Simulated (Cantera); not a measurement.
A closed system holds: 1 mol V2O3, 140 mol H2, held at 1.00 Torr.

Method: chemical equilibrium by Gibbs-energy minimisation in Cantera with the NASA 1993 tables (ideal gas, pure condensed phases). Candidate condensed phases: H2O, V, VO, V2O3, V2O4, V2O5; 12 gas species. Mutual solubility and eutectic melting of coexisting phases are not modelled. VO: taken at fixed stoichiometry. Condensed phases not in the tables: the oxides between V2O3 and V2O5 other than VO2. Kinetics and transport are ignored.

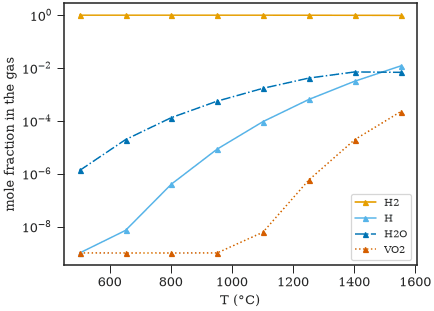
Equilibrium gas composition (values under 1e-9 drawn at 1e-9)

From 502 °C to 1252 °C the condensed part is VO(s) + V2O3(s). From 1402 °C to 1552 °C the condensed part is VO(s).
